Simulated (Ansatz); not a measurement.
# Geometry relaxation of WH3Cl3OF2 (part 2 of 2)

WH3Cl3OF2; RHF/def2-SVP (Ansatz 0.2.0). The input holds or restrains some coordinates. Forces given for the steps count only the free coordinates. It belongs to a series of runs on one base structure; here: pulled along the bonds that form and break, towards end B.

Geometry of the input (Å):
```
W  0.0000  0.0000  0.0000
O  0.0000  0.0000  2.2900
H  -0.9095  -0.2814  2.6271
Cl 2.3900  0.0000  0.0000
Cl 0.0000  2.3900  0.0000
F  -1.8500  0.0000  0.0000
Cl 0.0000  -2.3900  0.0000
H  0.0000  0.0000  -1.7200
F  1.4129  1.4719  0.6779
H  0.9245  0.9631  1.8084
```

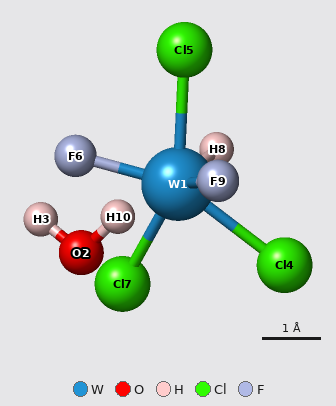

The geometry at step 9 of the log (ball-and-stick view, seen at a tilt; atoms are numbered from 1 in the order of the input).

Trajectory as extended XYZ (Å, eV, eV/Å), 11 of the 18 frames kept, from step=1 to step=18
```
10
Properties=species:S:1:pos:R:3:forces:R:3 step=1 energy=-46786.29220
W     0.0000    0.0000    0.0000    0.1646  -1.9522  -2.9919
O     0.0000    0.0000    2.2900    0.9792   1.1157  -2.1719
H    -0.9095   -0.2814    2.6271    2.6426   1.7734  -0.5978
Cl    2.3900    0.0000    0.0000    3.3125  -6.8782  -3.3337
Cl    0.0000    2.3900    0.0000   -7.3266   4.1696  -3.1690
F    -1.8500    0.0000    0.0000    0.5917   0.0455   0.2147
Cl    0.0000   -2.3900    0.0000   -0.2856   1.0507   0.4988
H     0.0000    0.0000   -1.7200    0.0310  -0.0067   0.8136
F     1.4129    1.4719    0.6779    2.1781   1.9174   8.9397
H     0.9245    0.9631    1.8084   -2.2875  -1.2352   1.7974
10
Properties=species:S:1:pos:R:3:forces:R:3 step=3 energy=-46789.43827
W     0.0824    0.0638   -0.2273   -1.1818  -2.4994   2.6282
O     0.0884    0.0711    2.5164    1.2747   0.1341  -1.1859
H    -0.8651   -0.2389    2.6164    2.6299   2.2954  -0.9018
Cl    2.4397   -0.1009   -0.0510    2.0679  -4.0683  -1.6945
Cl   -0.0982    2.4497   -0.0407   -3.4410   2.4614  -1.0082
F    -1.8134    0.0003    0.0003    1.8526   0.1024  -0.0754
Cl   -0.0042   -2.3605    0.0043   -0.1323   1.4269   0.0646
H     0.0021    0.0007   -1.7569    0.0620   0.0104  -3.0005
F     1.4178    1.4864    0.5371    0.7300   2.2405   2.7455
H     0.7183    0.7818    2.0847   -3.8621  -2.1034   2.4283
10
Properties=species:S:1:pos:R:3:forces:R:3 step=4 energy=-46790.99847
W     0.1367    0.0781   -0.2899    1.9467   2.4746   3.1903
O     0.0954    0.0646    2.7009    1.8744  -0.9942   0.3877
H    -0.8010   -0.1864    2.6021   -0.5951   0.9845  -0.6535
Cl    2.4791   -0.1951   -0.0843    0.6311  -5.1089  -2.1056
Cl   -0.1791    2.5065   -0.0473   -7.5672   1.6931  -2.8418
F    -1.7441    0.0074   -0.0037    1.7693  -0.2265   0.0051
Cl   -0.0061   -2.3048    0.0034   -0.1601   1.9144  -0.1091
H     0.0090    0.0031   -1.8630    0.2233   0.1579  -1.8059
F     1.3693    1.4672    0.4375    3.1369  -1.2429   3.6075
H     0.6087    0.7130    2.2277   -1.2592   0.3480   0.3254
10
Properties=species:S:1:pos:R:3:forces:R:3 step=6 energy=-46795.81357
W     0.2435    0.2058   -0.2568    0.2970  -0.0476   0.1838
O     0.1245    0.0015    2.8657    0.5831   0.6380  -1.3914
H    -0.7815   -0.1218    2.6034    0.1596   0.3806   0.2380
Cl    2.4908   -0.5081   -0.2502   -0.2409  -1.3845  -1.3577
Cl   -0.5167    2.5009   -0.2202   -1.7833  -0.5764  -1.5263
F    -1.5857    0.0055    0.0024    0.4264  -0.1537   0.2646
Cl   -0.0037   -2.1383   -0.0190   -0.1735   0.9825  -0.0972
H     0.0708    0.0600   -1.9251    0.5465   0.5537   0.4161
F     1.3958    1.4226    0.5254    0.9655   0.2634   1.9012
H     0.5303    0.7253    2.3578   -0.7805  -0.6561   1.3689
10
Properties=species:S:1:pos:R:3:forces:R:3 step=8 energy=-46797.56312
W     0.2865    0.2058   -0.2618    0.8070   0.4519   0.7708
O     0.1468   -0.0989    2.8481   -0.3967   2.5703  -1.4458
H    -0.8067   -0.0225    2.7224    0.8183  -0.2335   0.4788
Cl    2.4663   -0.5894   -0.5907   -0.3405   0.2318  -0.7928
Cl   -0.6157    2.3830   -0.5720    0.1547  -0.3793  -0.9260
F    -1.5132   -0.0108    0.0915   -0.3544  -0.0301   0.4005
Cl   -0.0295   -2.0760   -0.0448   -0.0422  -0.2119  -0.1099
H     0.2096    0.2065   -1.9193    0.2394   0.1852   0.1713
F     1.3506    1.3382    0.7685   -0.3266  -0.4157   0.4830
H     0.4733    0.8177    2.6415   -0.5590  -2.1685   0.9701
10
Properties=species:S:1:pos:R:3:forces:R:3 step=9 energy=-46798.05523
W     0.3125    0.1954   -0.2336    0.2505   0.3474   0.1807
O     0.0831   -0.0918    2.8747   -0.1480   2.4174  -1.1444
H    -0.8632    0.0225    2.7404    0.7160  -0.2499   0.3990
Cl    2.4706   -0.5303   -0.7675   -0.3469   0.3734  -0.3403
Cl   -0.5647    2.3423   -0.7363    0.3080  -0.5632  -0.6368
F    -1.4597    0.0016    0.2835    0.0333   0.1216   0.4129
Cl   -0.0141   -2.0929   -0.1677   -0.0351  -0.1297  -0.1297
H     0.2189    0.1854   -1.8902    0.1426   0.1414   0.2934
F     1.3392    1.3019    0.8520   -0.2521  -0.3560   0.2195
H     0.4453    0.8195    2.7281   -0.6684  -2.1023   0.7457
10
Properties=species:S:1:pos:R:3:forces:R:3 step=11 energy=-46798.57783
W     0.3227    0.1833   -0.2257   -0.7298  -0.0192  -0.1189
O     0.0453   -0.1048    2.8822    0.2394   1.2034  -0.1955
H    -0.8999    0.0184    2.8867    0.3940  -0.0526   0.0799
Cl    2.4752   -0.3543   -0.9063   -0.0705   0.0856   0.1459
Cl   -0.4523    2.2156   -1.0869    0.1504  -0.3074   0.0246
F    -1.3795    0.1001    0.5487    0.4583   0.1821  -0.1000
Cl   -0.0810   -2.0936   -0.3730    0.0522   0.2590  -0.1037
H     0.2594    0.1324   -1.8618    0.0558  -0.1743   0.1216
F     1.2500    1.2685    0.9595    0.0396   0.1350  -0.1194
H     0.4280    0.7879    2.8600   -0.5893  -1.3114   0.2655
10
Properties=species:S:1:pos:R:3:forces:R:3 step=13 energy=-46798.81438
W     0.2441    0.2726   -0.2436   -0.1909   0.0303  -0.4780
O     0.2001   -0.2792    2.8502    0.1211   1.3166  -0.2640
H    -0.7420   -0.1916    2.9729    0.4050  -0.0902  -0.0238
Cl    2.4648   -0.2963   -0.5812   -0.0963   0.0190   0.2586
Cl   -0.4510    2.1161   -1.4523    0.0166  -0.2121   0.0733
F    -1.4037    0.3794    0.6333    0.2162  -0.0325  -0.1530
Cl   -0.2898   -1.9499   -0.4258   -0.0714  -0.0170   0.0307
H     0.4079   -0.0338   -1.8628   -0.0940   0.1496   0.4570
F     1.0041    1.5027    0.9359    0.1227   0.1416  -0.0809
H     0.5335    0.6335    2.8569   -0.4288  -1.3053   0.1801
10
Properties=species:S:1:pos:R:3:forces:R:3 step=15 energy=-46798.89910
W     0.1922    0.3065   -0.2608   -0.0492  -0.2857   0.1781
O     0.3334   -0.3016    2.8030    0.4120   1.1560  -0.4529
H    -0.5828   -0.2519    3.0362   -0.0037   0.0135   0.0520
Cl    2.3892   -0.3889   -0.2314    0.0026   0.0006   0.0174
Cl   -0.5174    2.0614   -1.5614   -0.0076   0.0046  -0.0128
F    -1.4679    0.3977    0.5777   -0.0521   0.0169  -0.0162
Cl   -0.4317   -1.8876   -0.5618   -0.0091  -0.0155  -0.0047
H     0.5472    0.0148   -1.8282   -0.0066  -0.0266  -0.0081
F     0.8564    1.5877    0.9142    0.1416   0.3609   0.0229
H     0.6493    0.6155    2.7959   -0.4279  -1.2246   0.2242
10
Properties=species:S:1:pos:R:3:forces:R:3 step=16 energy=-46798.89639 accepted=F
W     0.1811    0.3226   -0.2798   -0.1347  -0.3852   0.2994
O     0.3434   -0.3225    2.7746   -0.4508   1.2388   0.0119
H    -0.5259   -0.2804    3.1891    0.8825  -0.0438  -0.4531
Cl    2.3716   -0.3947   -0.1608   -0.0511   0.0311  -0.0232
Cl   -0.5178    2.0582   -1.6090    0.0358   0.0072  -0.0449
F    -1.4940    0.4204    0.5250   -0.0291   0.0198  -0.0347
Cl   -0.4575   -1.8672   -0.5905    0.0229  -0.0065  -0.0120
H     0.5835    0.0101   -1.8341   -0.0053   0.0212   0.0032
F     0.8147    1.6155    0.9009    0.1544   0.3253   0.0188
H     0.6688    0.5915    2.7680   -0.4247  -1.2080   0.2346
10
Properties=species:S:1:pos:R:3:forces:R:3 step=18 energy=-46798.90746
W     0.1714    0.3207   -0.2741   -0.0859  -0.3206   0.2261
O     0.3627   -0.3140    2.7807    0.3161   1.2208  -0.4091
H    -0.5053   -0.3153    3.1592    0.0086  -0.0044   0.0023
Cl    2.3652   -0.3831   -0.1793   -0.0015   0.0033   0.0019
Cl   -0.4805    2.0664   -1.6162   -0.0003   0.0054  -0.0078
F    -1.5139    0.4324    0.5094    0.0084   0.0010  -0.0128
Cl   -0.4558   -1.8747   -0.5679   -0.0070  -0.0063  -0.0002
H     0.5667    0.0014   -1.8266   -0.0043  -0.0070  -0.0068
F     0.8100    1.6064    0.9116    0.1308   0.3594   0.0115
H     0.6475    0.6136    2.7867   -0.3649  -1.2515   0.1949
```

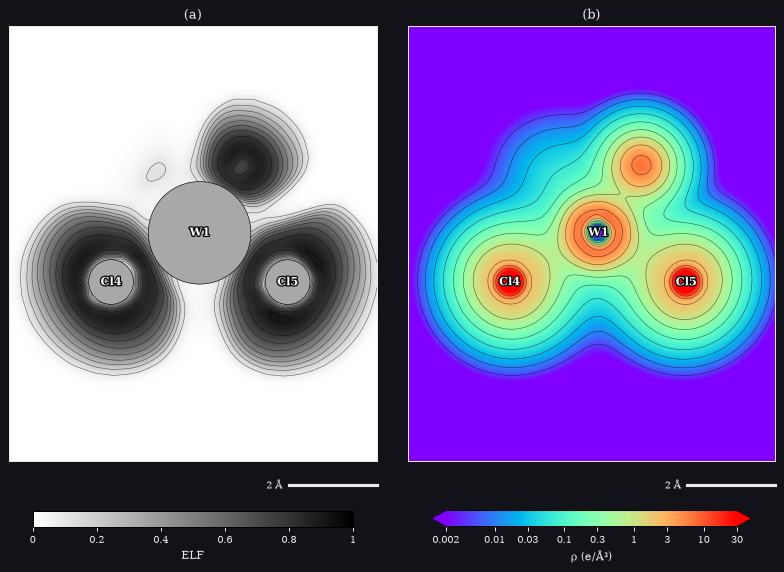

(a) electron localisation function; (b) total electron density on the plane of atoms Cl4, W1 and Cl5. Grey discs, where drawn, cover atomic cores. Atoms in the plane: W and Cl. W–Cl (2.30 Å): ρ at the midpoint is about 0.74 e/Å³; the ELF peaks at about 0.85 in the valence shell of Cl, 0.8 Å from its nucleus, and is about 0.55 at the midpoint.

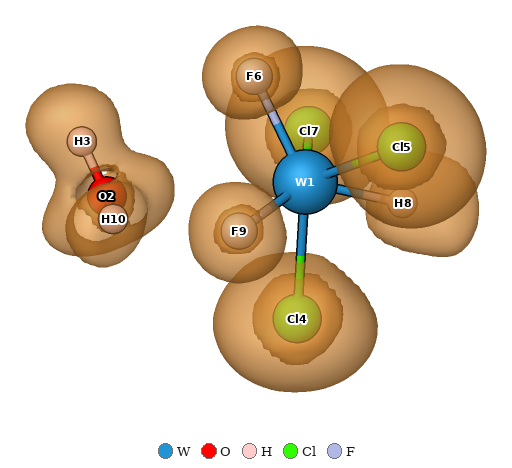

Isosurface of the ELF at 0.75 (orange), seen from the side. Core shells and regions of very low density are left out. Values along the shortest contacts: W1···O2 (3.13 Å): the ELF is only about 0 between them. W–F (1.86 Å): the ELF peaks at about 0.85 in the valence shell of F, 0.5 Å from its nucleus, and drops to about 0.25 between the two atoms.
